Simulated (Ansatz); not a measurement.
C₂H₇OPS: geometry relaxation (part 2 of 2)

C₂H₇OPS, SMILES CC(O)SP; RKS PBE0/def2-SVP (Ansatz 0.2.0). It belongs to a series of runs on one base structure; here: end point A relaxed.

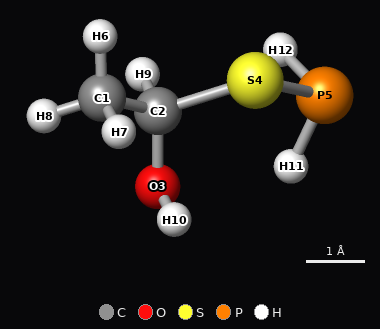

**Figure 1.** The geometry at step 6 of the log (ball-and-stick view, seen at a tilt; atoms are numbered from 1 in the order of the input).

**Trajectory as extended XYZ (Å, eV, eV/Å), 11 frames, from step=1 to step=11**
```
12
Properties=species:S:1:pos:R:3:forces:R:3 step=1 energy=-24337.47330
C    -1.6745    0.4470   -0.2437   -1.6093   3.7208  -0.3597
C    -0.3030   -0.0432   -0.2741    0.5196  -1.2260   1.9333
O    -0.3319   -1.3661    0.2162    0.9430   0.2675   1.7755
S     0.8454    1.0181    0.7472   -1.4185   0.6078   0.0912
P     2.7287    0.2251    0.5480    0.7860  -0.0907   0.9728
H    -1.7832    1.5266   -0.6531    0.3198  -1.3762   0.5763
H    -2.1206    0.4779    0.7591    0.1479  -0.1469   0.1920
H    -2.3303   -0.1315   -0.8737   -0.2638  -0.7435  -0.4136
H     0.0807   -0.0438   -1.2586    0.7107  -0.1949  -1.5629
H    -0.2688   -1.2640    1.2208   -0.2642  -0.3269  -1.9640
H     2.3971   -1.1444    0.6760   -0.0039  -0.3173  -0.1349
H     2.8375    0.2432   -0.8300    0.1327  -0.1735  -1.1058
12
Properties=species:S:1:pos:R:3:forces:R:3 step=2 energy=-24337.77843
C    -1.6760    0.4804   -0.2464   -0.9351   0.9792  -0.2823
C    -0.2847   -0.0478   -0.2412    0.3873  -0.4823   0.6886
O    -0.2216   -1.3758    0.2314    0.0441   0.8058   0.8685
S     0.7571    1.0992    0.7931    0.0364  -0.4747  -0.3882
P     2.6663    0.2296    0.5340    0.6265   0.1824   0.6429
H    -1.7546    1.5215   -0.6503    0.2175  -0.5485   0.2008
H    -2.1158    0.4972    0.7623    0.0566  -0.0615   0.0813
H    -2.3109   -0.1526   -0.8765   -0.0821  -0.1789  -0.0587
H     0.1515   -0.0390   -1.2404    0.1122  -0.0716  -0.3488
H    -0.3053   -1.2968    1.2138   -0.0208  -0.2489  -1.0412
H     2.3605   -1.1586    0.6261   -0.2415   0.0044   0.0389
H     2.8108    0.1876   -0.8718   -0.2012   0.0946  -0.4016
12
Properties=species:S:1:pos:R:3:forces:R:3 step=3 energy=-24337.86079
C    -1.6896    0.4962   -0.2432   -0.2650  -0.2193   0.0474
C    -0.2859   -0.0629   -0.2402    0.5874  -0.3551  -0.0363
O    -0.2093   -1.3875    0.2210   -0.1823   0.6376   0.4299
S     0.7890    1.0732    0.7698   -0.0872   0.0000  -0.0039
P     2.7436    0.2509    0.5614   -0.2589  -0.0787  -0.1796
H    -1.7346    1.5105   -0.6563    0.0807   0.1000  -0.0587
H    -2.1045    0.5274    0.7779    0.0290  -0.0033  -0.0067
H    -2.3377   -0.1591   -0.8527    0.0965   0.0712   0.0873
H     0.1482   -0.0674   -1.2580   -0.1597  -0.0172   0.1123
H    -0.3764   -1.3344    1.1826    0.0270  -0.1814  -0.5061
H     2.3469   -1.1220    0.6464    0.0630   0.0387   0.0261
H     2.7872    0.2200   -0.8746    0.0696   0.0075   0.0883
12
Properties=species:S:1:pos:R:3:forces:R:3 step=4 energy=-24337.81632 accepted=F
C    -1.6701    0.4928   -0.2244    0.0743   0.2060  -0.1571
C    -0.2469   -0.0540   -0.2645   -0.9120   0.1180   0.3535
O    -0.2149   -1.3483    0.1946    0.4609  -0.8926  -0.0853
S     0.7888    1.0876    0.7909    0.0116  -0.2079  -0.5568
P     2.7360    0.2707    0.5702    0.0584   0.0667   0.0730
H    -1.7124    1.4908   -0.6797   -0.0940   0.1018   0.0010
H    -2.0534    0.5649    0.8072    0.1085  -0.0001  -0.0022
H    -2.3377   -0.1793   -0.7860    0.0745  -0.0071  -0.0092
H     0.0848   -0.1271   -1.3184    0.3423   0.4283   0.2746
H    -0.4707   -1.3884    1.1213   -0.0985   0.2210   0.1375
H     2.3770   -1.1071    0.6826   -0.0243  -0.0085  -0.0416
H     2.7965    0.2423   -0.8598   -0.0018  -0.0255   0.0125
12
Properties=species:S:1:pos:R:3:forces:R:3 step=5 energy=-24337.88232
C    -1.6835    0.4930   -0.2368   -0.0468  -0.0177   0.0019
C    -0.2722   -0.0621   -0.2392    0.0674  -0.0622   0.0862
O    -0.2016   -1.3736    0.2185   -0.0195   0.0770   0.1427
S     0.7859    1.0847    0.7717   -0.0189  -0.0557  -0.1101
P     2.7314    0.2580    0.5550   -0.0495   0.0012  -0.0106
H    -1.7223    1.5043   -0.6661    0.0200   0.0076  -0.0011
H    -2.0883    0.5387    0.7872    0.0214   0.0063   0.0064
H    -2.3319   -0.1684   -0.8320    0.0180   0.0029   0.0115
H     0.1386   -0.0757   -1.2619    0.0032   0.0500   0.0273
H    -0.4264   -1.3617    1.1616   -0.0106  -0.0261  -0.1718
H     2.3534   -1.1171    0.6522    0.0051   0.0158   0.0045
H     2.7938    0.2247   -0.8762    0.0103   0.0010   0.0131
12
Properties=species:S:1:pos:R:3:forces:R:3 step=6 energy=-24337.88610
C    -1.6807    0.4914   -0.2306   -0.0062  -0.0769   0.0282
C    -0.2674   -0.0618   -0.2367    0.0525  -0.0541   0.0169
O    -0.1850   -1.3726    0.2183   -0.0659   0.0713  -0.0484
S     0.7903    1.0905    0.7604   -0.0013   0.0146  -0.0240
P     2.7346    0.2637    0.5558   -0.0323  -0.0036  -0.0192
H    -1.7226    1.4949   -0.6763    0.0142   0.0160  -0.0015
H    -2.0755    0.5546    0.7965    0.0135   0.0092   0.0093
H    -2.3326   -0.1815   -0.8082    0.0058   0.0064  -0.0025
H     0.1366   -0.0689   -1.2620    0.0123   0.0092   0.0276
H    -0.4851   -1.3811    1.1367   -0.0055  -0.0090  -0.0012
H     2.3596   -1.1121    0.6551   -0.0011   0.0229   0.0070
H     2.8049    0.2279   -0.8748    0.0140  -0.0060   0.0077
12
Properties=species:S:1:pos:R:3:forces:R:3 step=7 energy=-24337.88709
C    -1.6777    0.4888   -0.2270   -0.0004  -0.0133  -0.0022
C    -0.2648   -0.0641   -0.2359   -0.0133  -0.0081  -0.0171
O    -0.1897   -1.3743    0.2146   -0.0097   0.0040   0.0250
S     0.7903    1.0941    0.7554    0.0055   0.0071  -0.0021
P     2.7339    0.2699    0.5533   -0.0014   0.0007   0.0060
H    -1.7171    1.4912   -0.6763   -0.0061   0.0067   0.0045
H    -2.0666    0.5584    0.8020    0.0063   0.0008   0.0014
H    -2.3322   -0.1849   -0.8006    0.0024   0.0066   0.0019
H     0.1406   -0.0692   -1.2601    0.0047   0.0013   0.0068
H    -0.5082   -1.3895    1.1273    0.0099  -0.0032  -0.0253
H     2.3571   -1.1041    0.6580    0.0027   0.0023   0.0029
H     2.8115    0.2286   -0.8765   -0.0006  -0.0049  -0.0017
12
Properties=species:S:1:pos:R:3:forces:R:3 step=8 energy=-24337.88720
C    -1.6779    0.4884   -0.2267    0.0007   0.0042  -0.0032
C    -0.2650   -0.0638   -0.2379   -0.0096  -0.0043  -0.0053
O    -0.1895   -1.3738    0.2128    0.0060  -0.0015  -0.0099
S     0.7901    1.0951    0.7530    0.0048   0.0066  -0.0005
P     2.7337    0.2705    0.5539    0.0007   0.0051   0.0042
H    -1.7192    1.4917   -0.6744   -0.0028  -0.0008   0.0048
H    -2.0640    0.5573    0.8034    0.0016  -0.0017   0.0016
H    -2.3335   -0.1846   -0.7994   -0.0009   0.0014  -0.0003
H     0.1407   -0.0686   -1.2617    0.0014   0.0004  -0.0014
H    -0.5081   -1.3894    1.1247   -0.0023  -0.0027   0.0088
H     2.3579   -1.1033    0.6622    0.0002  -0.0019   0.0030
H     2.8118    0.2254   -0.8757    0.0002  -0.0049  -0.0016
12
Properties=species:S:1:pos:R:3:forces:R:3 step=9 energy=-24337.88739
C    -1.6795    0.4879   -0.2249    0.0026   0.0138   0.0027
C    -0.2656   -0.0614   -0.2439   -0.0019  -0.0027   0.0097
O    -0.1854   -1.3715    0.2051    0.0062  -0.0044  -0.0187
S     0.7903    1.0995    0.7451    0.0054   0.0082  -0.0057
P     2.7338    0.2730    0.5552   -0.0010   0.0000   0.0031
H    -1.7260    1.4935   -0.6675    0.0028  -0.0064   0.0025
H    -2.0596    0.5520    0.8078   -0.0031  -0.0036  -0.0004
H    -2.3369   -0.1837   -0.7969   -0.0032  -0.0035  -0.0029
H     0.1371   -0.0637   -1.2687   -0.0008   0.0001  -0.0065
H    -0.5039   -1.3903    1.1168   -0.0044   0.0010   0.0135
H     2.3590   -1.0997    0.6799    0.0016  -0.0027   0.0010
H     2.8137    0.2094   -0.8739   -0.0041   0.0002   0.0018
12
Properties=species:S:1:pos:R:3:forces:R:3 step=10 energy=-24337.88745
C    -1.6801    0.4875   -0.2234   -0.0004  -0.0027   0.0034
C    -0.2654   -0.0595   -0.2462    0.0094   0.0111   0.0045
O    -0.1813   -1.3695    0.2018    0.0031   0.0027  -0.0049
S     0.7932    1.1053    0.7386   -0.0256  -0.0073  -0.0058
P     2.7336    0.2727    0.5560    0.0099   0.0024  -0.0006
H    -1.7281    1.4946   -0.6615   -0.0007   0.0004   0.0006
H    -2.0604    0.5455    0.8096    0.0018   0.0013   0.0013
H    -2.3365   -0.1831   -0.7980   -0.0011   0.0018  -0.0024
H     0.1336   -0.0605   -1.2728    0.0018  -0.0022   0.0013
H    -0.5001   -1.3901    1.1136   -0.0011   0.0013   0.0041
H     2.3560   -1.0982    0.6889    0.0000  -0.0069   0.0021
H     2.8125    0.2001   -0.8724    0.0028  -0.0019  -0.0038
12
Properties=species:S:1:pos:R:3:forces:R:3 step=11 energy=-24337.88746
C    -1.6808    0.4874   -0.2229   -0.0024   0.0005  -0.0012
C    -0.2657   -0.0584   -0.2484   -0.0003   0.0056   0.0062
O    -0.1801   -1.3685    0.1989    0.0002  -0.0037   0.0017
S     0.7913    1.1064    0.7362    0.0030  -0.0120  -0.0027
P     2.7326    0.2733    0.5563    0.0104   0.0078  -0.0009
H    -1.7303    1.4954   -0.6591    0.0002  -0.0004  -0.0002
H    -2.0591    0.5438    0.8109    0.0004  -0.0009  -0.0010
H    -2.3379   -0.1822   -0.7978   -0.0010   0.0005  -0.0006
H     0.1326   -0.0587   -1.2752   -0.0014  -0.0004  -0.0012
H    -0.4974   -1.3896    1.1114    0.0005   0.0016  -0.0027
H     2.3600   -1.0986    0.6958   -0.0082   0.0025  -0.0002
H     2.8119    0.1945   -0.8720   -0.0015  -0.0011   0.0027
```

The run was set up as follows.

**Input file**
```yaml
crystal:
  periodic: [false, false, false]
  atoms:
    - { symbol: C, position_ang: [-1.6745, 0.447, -0.2437] }
    - { symbol: C, position_ang: [-0.303, -0.0432, -0.2741] }
    - { symbol: O, position_ang: [-0.3319, -1.3661, 0.2162] }
    - { symbol: S, position_ang: [0.8454, 1.0181, 0.7472] }
    - { symbol: P, position_ang: [2.7287, 0.2251, 0.548] }
    - { symbol: H, position_ang: [-1.7832, 1.5266, -0.6531] }
    - { symbol: H, position_ang: [-2.1206, 0.4779, 0.7591] }
    - { symbol: H, position_ang: [-2.3303, -0.1315, -0.8737] }
    - { symbol: H, position_ang: [0.0807, -0.0438, -1.2586] }
    - { symbol: H, position_ang: [-0.2688, -1.264, 1.2208] }
    - { symbol: H, position_ang: [2.3971, -1.1444, 0.676] }
    - { symbol: H, position_ang: [2.8375, 0.2432, -0.83] }
basis:
  gaussian: { orbitals: def2-SVP }
hamiltonian:
  xc: pbe0
relax:
  f_tol: 0.015
  max_steps: 40
```

Command:
```bash
ansatz run input.yaml --threads 2 --pin off --max-ram 3072MiB --backend cpu --events-out ev --progress --plain --runs-dir out
```

**Summary**

| quantity | value |
| --- | --- |
| outcome | converged |
| total energy | −24337.8875 eV |
| mean-field energy | −24337.8875 eV |
| largest force (length of the vector) at the end | 0.013 eV/Å |
| hardware | 2 threads of Arm Neoverse V1, 24 GiB of memory available, shared host |
| wall time | 40 s (CPU time 77 s) |
| peak memory | 0.26 GiB |
